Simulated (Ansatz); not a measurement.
# SnH(OtBu)3 (C₁₂H₂₈O₃Sn): single points with varied inputs, part 2 of 2

Ansatz 0.2.0, Gaussian basis; the settings change from run to run. The steps go on from the part before.

**4. PBE0/def2-TZVP**

Options: coordinates scaled by 1.05, density fitting with def2-universal-jkfit, D3(BJ) dispersion.

in.yaml

```yaml
crystal:
  periodic: [false, false, false]
  atoms:
    - {symbol: Sn, position_ang: [-0.055472, -0.032487, 1.327551]}
    - {symbol: H, position_ang: [-0.107445, -0.071294, 3.143932]}
    - {symbol: O, position_ang: [1.941365, -0.188450, 0.636833]}
    - {symbol: C, position_ang: [2.751910, 1.010637, 0.184804]}
    - {symbol: C, position_ang: [2.638643, 2.205265, 1.263946]}
    - {symbol: C, position_ang: [4.266169, 0.467836, 0.093561]}
    - {symbol: C, position_ang: [2.228258, 1.506049, -1.258777]}
    - {symbol: H, position_ang: [3.318970, 3.105342, 0.975033]}
    - {symbol: H, position_ang: [1.543632, 2.606419, 1.315945]}
    - {symbol: H, position_ang: [2.962632, 1.833337, 2.318964]}
    - {symbol: H, position_ang: [4.621507, 0.088573, 1.134481]}
    - {symbol: H, position_ang: [4.989675, 1.306445, -0.264930]}
    - {symbol: H, position_ang: [4.328315, -0.419670, -0.655907]}
    - {symbol: H, position_ang: [1.125127, 1.868497, -1.176082]}
    - {symbol: H, position_ang: [2.279177, 0.634396, -2.028400]}
    - {symbol: H, position_ang: [2.872726, 2.388235, -1.662965]}
    - {symbol: O, position_ang: [-0.876235, 1.784727, 0.614585]}
    - {symbol: C, position_ang: [-2.248571, 1.881391, -0.023133]}
    - {symbol: C, position_ang: [-3.352411, 1.167864, 0.913191]}
    - {symbol: C, position_ang: [-2.533109, 3.463366, -0.135082]}
    - {symbol: C, position_ang: [-2.221840, 1.195981, -1.483532]}
    - {symbol: H, position_ang: [-4.426064, 1.301146, 0.481855]}
    - {symbol: H, position_ang: [-3.148522, 0.020811, 0.982173]}
    - {symbol: H, position_ang: [-3.334443, 1.626109, 1.983607]}
    - {symbol: H, position_ang: [-2.518955, 3.950495, 0.921321]}
    - {symbol: H, position_ang: [-3.568628, 3.667481, -0.626223]}
    - {symbol: H, position_ang: [-1.710566, 3.973530, -0.780415]}
    - {symbol: H, position_ang: [-1.989429, 0.059660, -1.383345]}
    - {symbol: H, position_ang: [-1.403148, 1.688658, -2.148147]}
    - {symbol: H, position_ang: [-3.247642, 1.310858, -2.023316]}
    - {symbol: O, position_ang: [-1.164493, -1.643116, 0.515175]}
    - {symbol: C, position_ang: [-0.514459, -2.896619, -0.038648]}
    - {symbol: C, position_ang: [0.569079, -3.475938, 1.007521]}
    - {symbol: C, position_ang: [-1.731976, -3.934293, -0.230487]}
    - {symbol: C, position_ang: [0.189567, -2.565397, -1.452153]}
    - {symbol: H, position_ang: [1.020633, -4.483731, 0.637545]}
    - {symbol: H, position_ang: [1.456088, -2.727683, 1.133006]}
    - {symbol: H, position_ang: [0.073699, -3.662595, 2.044826]}
    - {symbol: H, position_ang: [-2.248540, -4.142245, 0.790999]}
    - {symbol: H, position_ang: [-1.354623, -4.943970, -0.670195]}
    - {symbol: H, position_ang: [-2.526465, -3.489404, -0.954420]}
    - {symbol: H, position_ang: [1.045060, -1.791238, -1.296531]}
    - {symbol: H, position_ang: [-0.586669, -2.121492, -2.197222]}
    - {symbol: H, position_ang: [0.647475, -3.523505, -1.930935]}
basis:
  gaussian: {orbitals: def2-TZVP, fitting: {mean_field: def2-universal-jkfit}}
hamiltonian: {xc: {name: PBE0}, dispersion: d3bj}
output: {forces: true}
```

On the command line:

```
ansatz run in.yaml --threads 2 --pin off --events-out ev --progress --plain --max-ram 22528MiB --backend cuda --devices 0, --max-vram 18GiB
```

The program printed:

```text
Functional definition: PBE0
  name "PBE0"
  cite "Adamo & Barone, J. Chem. Phys. 110, 6158 (1999) doi:10.1063/1.478522"
  cite "Perdew, Burke & Ernzerhof, Phys. Rev. Lett. 77, 3865 (1996) doi:10.1103/PhysRevLett.77.3865"
  parent pbe
  parameter a = 0.25
  parameter kappa = 0.804
  parameter beta = 0.06672455060314922
  exchange = (1 - a)*pbe_x(kappa = kappa, mu = beta*pi^2/3) + a*exact_x
  correlation = pbe_c(beta = beta)
1853 factors; integrals over basis functions are off by at most 8.7e-1 eV
mean field evaluation 1: about -24822.5375 eV, gradient 1.2e2 eV
mean field evaluation 2: about -24757.1153 eV, gradient 2.1e2 eV
mean field evaluation 4: about -24856.0286 eV, gradient 1.2e1 eV
mean field evaluation 8: about -24856.3029 eV, gradient 3.6e-1 eV
mean field evaluation 16: about -24856.3050 eV, gradient 4.9e-4 eV
mean field -24856.30495819 eV, -913.4523590048 hartree, gradient 4.4e-5 eV, S^2 0.000000; 0 other end points of the search recorded, 0 dependent functions left out
the calculation of the forces begins
reference -24856.30502475 eV, -913.4523614509 hartree; 73, 73 occupied and 610, 610 virtual orbitals, 1853 factors
Total energy: -24857.41896586 eV, -913.4932980315 hartree
Atom 0 at    -0.055472    -0.032487     1.327551 Å, force     0.049753     0.030650    -1.343775 eV/Å
Atom 1 at    -0.107445    -0.071294     3.143932 Å, force     0.035704     0.027095    -1.299327 eV/Å
Atom 2 at     1.941365    -0.188450     0.636833 Å, force    -0.627777     1.972712    -0.039304 eV/Å
Atom 3 at     2.751910     1.010637     0.184804 Å, force    -0.198231    -0.115952     0.090816 eV/Å
Atom 4 at     2.638643     2.205265     1.263946 Å, force    -0.033392    -0.057660    -0.015653 eV/Å
Atom 5 at     4.266169     0.467836     0.093561 Å, force    -0.124251    -0.137473     0.052598 eV/Å
Atom 6 at     2.228258     1.506049    -1.258777 Å, force    -0.070813    -0.089737     0.083435 eV/Å
Atom 7 at     3.318970     3.105342     0.975033 Å, force    -1.142273    -1.607804     0.421981 eV/Å
Atom 8 at     1.543632     2.606419     1.315945 Å, force     1.835215    -0.737235    -0.128586 eV/Å
Atom 9 at     2.962632     1.833337     2.318964 Å, force    -0.566758     0.580058    -1.855221 eV/Å
Atom 10 at     4.621507     0.088573     1.134481 Å, force    -0.670991     0.686744    -1.791026 eV/Å
Atom 11 at     4.989675     1.306445    -0.264930 Å, force    -1.329927    -1.388260     0.615310 eV/Å
Atom 12 at     4.328315    -0.419670    -0.655907 Å, force    -0.168507     1.557571     1.290102 eV/Å
Atom 13 at     1.125127     1.868497    -1.176082 Å, force     1.894331    -0.639004    -0.081010 eV/Å
Atom 14 at     2.279177     0.634396    -2.028400 Å, force    -0.068293     1.472444     1.390977 eV/Å
Atom 15 at     2.872726     2.388235    -1.662965 Å, force    -1.055374    -1.528895     0.778320 eV/Å
Atom 16 at    -0.876235     1.784727     0.614585 Å, force    -1.322409    -1.550229    -0.304337 eV/Å
Atom 17 at    -2.248571     1.881391    -0.023133 Å, force     0.186259    -0.109960     0.110878 eV/Å
Atom 18 at    -3.352411     1.167864     0.913191 Å, force     0.076510    -0.000348    -0.004375 eV/Å
Atom 19 at    -2.533109     3.463366    -0.135082 Å, force     0.172538    -0.038186     0.077070 eV/Å
Atom 20 at    -2.221840     1.195981    -1.483532 Å, force     0.096055    -0.019942     0.094375 eV/Å
Atom 21 at    -4.426064     1.301146     0.481855 Å, force     1.893346    -0.174748     0.672652 eV/Å
Atom 22 at    -3.148522     0.020811     0.982173 Å, force    -0.283136     1.958489    -0.150562 eV/Å
Atom 23 at    -3.334443     1.626109     1.983607 Å, force     0.028811    -0.764821    -1.874606 eV/Å
Atom 24 at    -2.518955     3.950495     0.921321 Å, force    -0.023918    -0.906175    -1.818155 eV/Å
Atom 25 at    -3.568628     3.667481    -0.626223 Å, force     1.777665    -0.452523     0.842037 eV/Å
Atom 26 at    -1.710566     3.973530    -0.780415 Å, force    -1.410219    -0.946771     1.110824 eV/Å
Atom 27 at    -1.989429     0.059660    -1.383345 Å, force    -0.391774     1.957022    -0.111050 eV/Å
Atom 28 at    -1.403148     1.688658    -2.148147 Å, force    -1.403556    -0.817155     1.212265 eV/Å
Atom 29 at    -3.247642     1.310858    -2.023316 Å, force     1.736416    -0.146183     1.009289 eV/Å
Atom 30 at    -1.164493    -1.643116     0.515175 Å, force     2.024006    -0.398899    -0.079900 eV/Å
Atom 31 at    -0.514459    -2.896619    -0.038648 Å, force    -0.005908     0.217661     0.109259 eV/Å
Atom 32 at     0.569079    -3.475938     1.007521 Å, force    -0.033041     0.062434    -0.009749 eV/Å
Atom 33 at    -1.731976    -3.934293    -0.230487 Å, force    -0.058867     0.171218     0.067181 eV/Å
Atom 34 at     0.189567    -2.565397    -1.452153 Å, force    -0.041414     0.096301     0.089707 eV/Å
Atom 35 at     1.020633    -4.483731     0.637545 Å, force    -0.841423     1.744618     0.560862 eV/Å
Atom 36 at     1.456088    -2.727683     1.133006 Å, force    -1.544090    -1.219315    -0.251079 eV/Å
Atom 37 at     0.073699    -3.662595     2.044826 Å, force     0.804724     0.361184    -1.821972 eV/Å
Atom 38 at    -2.248540    -4.142245     0.790999 Å, force     0.947582     0.392253    -1.753799 eV/Å
Atom 39 at    -1.354623    -4.943970    -0.670195 Å, force    -0.559427     1.784264     0.759879 eV/Å
Atom 40 at    -2.526465    -3.489404    -0.954420 Å, force     1.423714    -0.726969     1.250029 eV/Å
Atom 41 at     1.045060    -1.791238    -1.296531 Å, force    -1.483717    -1.326291    -0.206904 eV/Å
Atom 42 at    -0.586669    -2.121492    -2.197222 Å, force     1.300686    -0.772591     1.347855 eV/Å
Atom 43 at     0.647475    -3.523505    -1.930935 Å, force    -0.823830     1.600411     0.902687 eV/Å
Dipole moment:     0.007944    -0.002610     0.046885 e Å
```

Run time: 6.5 s. Hardware: 1 × H100 (card shared with other runs) with 2 threads of AMD EPYC 7R13, shared host; peak host memory 1.2 GiB.

Largest force 2.071 eV/Å, dipole 0.23 D.

**5. PBE0-DH/def2-SVP**

in.yaml

```yaml
crystal:
  periodic: [false, false, false]
  atoms:
    - {symbol: Sn, position_ang: [-0.052830, -0.030940, 1.264335]}
    - {symbol: H, position_ang: [-0.102329, -0.067899, 2.994221]}
    - {symbol: O, position_ang: [1.848919, -0.179477, 0.606508]}
    - {symbol: C, position_ang: [2.620867, 0.962511, 0.176004]}
    - {symbol: C, position_ang: [2.512993, 2.100252, 1.203758]}
    - {symbol: C, position_ang: [4.063018, 0.445558, 0.089106]}
    - {symbol: C, position_ang: [2.122150, 1.434332, -1.198835]}
    - {symbol: H, position_ang: [3.160924, 2.957469, 0.928603]}
    - {symbol: H, position_ang: [1.470126, 2.482304, 1.253281]}
    - {symbol: H, position_ang: [2.821554, 1.746036, 2.208537]}
    - {symbol: H, position_ang: [4.401436, 0.084355, 1.080458]}
    - {symbol: H, position_ang: [4.752071, 1.244233, -0.252314]}
    - {symbol: H, position_ang: [4.122205, -0.399686, -0.624674]}
    - {symbol: H, position_ang: [1.071549, 1.779521, -1.120078]}
    - {symbol: H, position_ang: [2.170645, 0.604186, -1.931809]}
    - {symbol: H, position_ang: [2.735929, 2.274509, -1.583777]}
    - {symbol: O, position_ang: [-0.834509, 1.699740, 0.585319]}
    - {symbol: C, position_ang: [-2.141496, 1.791801, -0.022031]}
    - {symbol: C, position_ang: [-3.192773, 1.112251, 0.869705]}
    - {symbol: C, position_ang: [-2.412485, 3.298444, -0.128650]}
    - {symbol: C, position_ang: [-2.116038, 1.139029, -1.412888]}
    - {symbol: H, position_ang: [-4.215299, 1.239187, 0.458910]}
    - {symbol: H, position_ang: [-2.998592, 0.019820, 0.935403]}
    - {symbol: H, position_ang: [-3.175660, 1.548676, 1.889149]}
    - {symbol: H, position_ang: [-2.399005, 3.762377, 0.877449]}
    - {symbol: H, position_ang: [-3.398693, 3.492839, -0.596403]}
    - {symbol: H, position_ang: [-1.629111, 3.784314, -0.743253]}
    - {symbol: H, position_ang: [-1.894695, 0.056819, -1.317472]}
    - {symbol: H, position_ang: [-1.336332, 1.608246, -2.045854]}
    - {symbol: H, position_ang: [-3.092992, 1.248436, -1.926967]}
    - {symbol: O, position_ang: [-1.109041, -1.564873, 0.490643]}
    - {symbol: C, position_ang: [-0.489961, -2.758685, -0.036807]}
    - {symbol: C, position_ang: [0.541980, -3.310417, 0.959543]}
    - {symbol: C, position_ang: [-1.649501, -3.746946, -0.219511]}
    - {symbol: C, position_ang: [0.180540, -2.443236, -1.383002]}
    - {symbol: H, position_ang: [0.972032, -4.270220, 0.607186]}
    - {symbol: H, position_ang: [1.386750, -2.597794, 1.079054]}
    - {symbol: H, position_ang: [0.070190, -3.488186, 1.947453]}
    - {symbol: H, position_ang: [-2.141467, -3.944995, 0.753333]}
    - {symbol: H, position_ang: [-1.290117, -4.708543, -0.638281]}
    - {symbol: H, position_ang: [-2.406157, -3.323242, -0.908971]}
    - {symbol: H, position_ang: [0.995295, -1.705941, -1.234792]}
    - {symbol: H, position_ang: [-0.558732, -2.020469, -2.092593]}
    - {symbol: H, position_ang: [0.616642, -3.355719, -1.838986]}
basis:
  gaussian: {orbitals: def2-SVP}
hamiltonian: {xc: {name: PBE0-DH}}
scf: {omitted_lower_state_checks: [starts]}
output: {forces: true}
```

Launched as before.

The program printed:

```text
Functional definition: PBE0-DH
  name "PBE0-DH"
  cite "Brémond & Adamo, J. Chem. Phys. 135, 024106 (2011) doi:10.1063/1.3604569"
  cite "Perdew, Burke & Ernzerhof, Phys. Rev. Lett. 77, 3865 (1996) doi:10.1103/PhysRevLett.77.3865"
  parameter a = 1/2
  parameter c = 1/8
  exchange = (1 - a)*pbe_x + a*exact_x
  correlation = (1 - c)*pbe_c + c*(mp2_os + mp2_ss)
these checks for a lower state are left out or cut short: starts
3944 factors; integrals over basis functions are off by at most 1.3e-3 eV
mean field evaluation 1: about -24805.1670 eV, gradient 8.9e1 eV
mean field evaluation 2: about -24806.9761 eV, gradient 8.9e1 eV
mean field evaluation 4: about -24824.6471 eV, gradient 1.6e1 eV
mean field evaluation 8: about -24825.1920 eV, gradient 1.0e0 eV
mean field evaluation 16: about -24825.1942 eV, gradient 3.6e-4 eV
mean field -24825.19421111 eV, -912.3090601371 hartree, gradient 2.9e-6 eV, S^2 0.000000; 0 other end points of the search recorded, 0 dependent functions left out
19 core orbitals not correlated: weight in the atoms' cores, before any rotation towards them, 1.000 or more for the frozen orbitals, at most 0.000 for the correlated occupied ones
reference -24825.19424549 eV, -912.3090614008 hartree; 54, 54 occupied and 303, 303 virtual orbitals, 3944 factors
second order -82.15305668 eV of doubles, -0.00000000 eV of singles
the calculation of the forces begins
Total energy: -24835.46337758 eV, -912.6864450442 hartree
Atom 0 at    -0.052830    -0.030940     1.264335 Å, force     0.014968     0.007239    -0.370408 eV/Å
Atom 1 at    -0.102329    -0.067899     2.994221 Å, force     0.012456     0.007914    -0.460736 eV/Å
Atom 2 at     1.848919    -0.179477     0.606508 Å, force    -0.453295     0.737831     0.025255 eV/Å
Atom 3 at     2.620867     0.962511     0.176004 Å, force    -0.028365    -0.282233     0.066422 eV/Å
Atom 4 at     2.512993     2.100252     1.203758 Å, force    -0.026845    -0.024871    -0.006488 eV/Å
Atom 5 at     4.063018     0.445558     0.089106 Å, force    -0.023813     0.024651    -0.008682 eV/Å
Atom 6 at     2.122150     1.434332    -1.198835 Å, force    -0.013237    -0.032243     0.041996 eV/Å
Atom 7 at     3.160924     2.957469     0.928603 Å, force    -0.227408    -0.332960     0.075335 eV/Å
Atom 8 at     1.470126     2.482304     1.253281 Å, force     0.355701    -0.143429    -0.023689 eV/Å
Atom 9 at     2.821554     1.746036     2.208537 Å, force    -0.106985     0.104942    -0.366244 eV/Å
Atom 10 at     4.401436     0.084355     1.080458 Å, force    -0.145425     0.135991    -0.353422 eV/Å
Atom 11 at     4.752071     1.244233    -0.252314 Å, force    -0.250273    -0.274082     0.121693 eV/Å
Atom 12 at     4.122205    -0.399686    -0.624674 Å, force    -0.044855     0.307855     0.258595 eV/Å
Atom 13 at     1.071549     1.779521    -1.120078 Å, force     0.373448    -0.121995    -0.014178 eV/Å
Atom 14 at     2.170645     0.604186    -1.931809 Å, force    -0.004781     0.287579     0.279377 eV/Å
Atom 15 at     2.735929     2.274509    -1.583777 Å, force    -0.208437    -0.306194     0.166087 eV/Å
Atom 16 at    -0.834509     1.699740     0.585319 Å, force    -0.385309    -0.770372    -0.071921 eV/Å
Atom 17 at    -2.141496     1.791801    -0.022031 Å, force     0.244664     0.122523     0.105288 eV/Å
Atom 18 at    -3.192773     1.112251     0.869705 Å, force     0.038021    -0.010117    -0.002096 eV/Å
Atom 19 at    -2.412485     3.298444    -0.128650 Å, force    -0.009475    -0.033560    -0.009110 eV/Å
Atom 20 at    -2.116038     1.139029    -1.412888 Å, force     0.028500     0.001633     0.044862 eV/Å
Atom 21 at    -4.215299     1.239187     0.458910 Å, force     0.388905    -0.028640     0.127122 eV/Å
Atom 22 at    -2.998592     0.019820     0.935403 Å, force    -0.055168     0.380491    -0.028455 eV/Å
Atom 23 at    -3.175660     1.548676     1.889149 Å, force     0.011399    -0.141210    -0.369051 eV/Å
Atom 24 at    -2.399005     3.762377     0.877449 Å, force     0.001395    -0.190113    -0.357541 eV/Å
Atom 25 at    -3.398693     3.492839    -0.596403 Å, force     0.344341    -0.078396     0.165308 eV/Å
Atom 26 at    -1.629111     3.784314    -0.743253 Å, force    -0.273466    -0.196980     0.223951 eV/Å
Atom 27 at    -1.894695     0.056819    -1.317472 Å, force    -0.081834     0.382508    -0.021734 eV/Å
Atom 28 at    -1.336332     1.608246    -2.045854 Å, force    -0.280870    -0.151372     0.243698 eV/Å
Atom 29 at    -3.092992     1.248436    -1.926967 Å, force     0.344272    -0.026674     0.212016 eV/Å
Atom 30 at    -1.109041    -1.564873     0.490643 Å, force     0.861896     0.038898     0.022049 eV/Å
Atom 31 at    -0.489961    -2.758685    -0.036807 Å, force    -0.235653     0.157603     0.080579 eV/Å
Atom 32 at     0.541980    -3.310417     0.959543 Å, force    -0.006126     0.037371    -0.002053 eV/Å
Atom 33 at    -1.649501    -3.746946    -0.219511 Å, force     0.034327     0.008995    -0.007070 eV/Å
Atom 34 at     0.180540    -2.443236    -1.383002 Å, force    -0.020370     0.025279     0.041962 eV/Å
Atom 35 at     0.972032    -4.270220     0.607186 Å, force    -0.178560     0.353959     0.103196 eV/Å
Atom 36 at     1.386750    -2.597794     1.079054 Å, force    -0.301044    -0.236516    -0.049333 eV/Å
Atom 37 at     0.070190    -3.488186     1.947453 Å, force     0.147286     0.071440    -0.359332 eV/Å
Atom 38 at    -2.141467    -3.944995     0.753333 Å, force     0.193393     0.088251    -0.344448 eV/Å
Atom 39 at    -1.290117    -4.708543    -0.638281 Å, force    -0.116397     0.341225     0.148884 eV/Å
Atom 40 at    -2.406157    -3.323242    -0.908971 Å, force     0.286693    -0.133885     0.251599 eV/Å
Atom 41 at     0.995295    -1.705941    -1.234792 Å, force    -0.287825    -0.265307    -0.040102 eV/Å
Atom 42 at    -0.558732    -2.020469    -2.092593 Å, force     0.249778    -0.159633     0.270327 eV/Å
Atom 43 at     0.616642    -3.355719    -1.838986 Å, force    -0.165628     0.316604     0.190494 eV/Å
Dipole moment:     0.009198    -0.001477     0.043044 e Å
Checks for a lower state left out: starts
```

It took 15 s on 1 × H100 (card shared with other runs) with 2 threads of AMD EPYC 7R13, shared host; peak host memory 3.4 GiB.

Largest force 0.866 eV/Å, dipole 0.21 D.

**6. All runs side by side**

| level | charge | multiplicity | geometry | functions | energy (eV) | time |
| --- | --- | --- | --- | --- | --- | --- |
| revPBE/def2-SVPD | 0 | 1 | shaken, point charge | 565 | -24852.231 | 4.1 s |
| B97/def2-SVPD | 0 | 1 | shaken | 565 | -24849.552 | 7 s |
| PBE0/def2-TZVP | 0 | 1 | scaled | 683 | -24857.419 | 6.5 s |
| PBE0-DH/def2-SVP | 0 | 1 | relaxed | 376 | -24835.463 | 15 s |

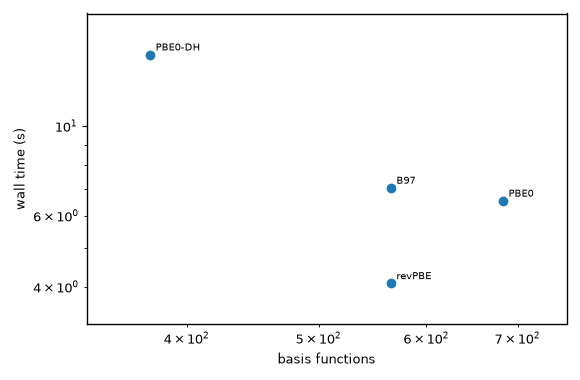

Wall time against the number of basis functions (shared host).

**7. Summary of results**

What follows sums up all 2 parts.

| quantity | value |
| --- | --- |
| runs | 4 |
| quickest | revPBE/def2-SVPD, 4.1 s |
| slowest | PBE0-DH/def2-SVP, 15 s |

In words: The runs differ in state or geometry as well as level, so their energies can't be set against each other. Run time spans a factor of 4, from revPBE/def2-SVPD to PBE0-DH/def2-SVP. The jobs differ in tasks and options as well as level. At the PBE-D4/def2-SVP geometry and in the same state, runs without warnings or point charges leave forces up to 0.87 eV/Å (PBE0-DH/def2-SVP), against 2.1 eV/Å where the atoms were moved.
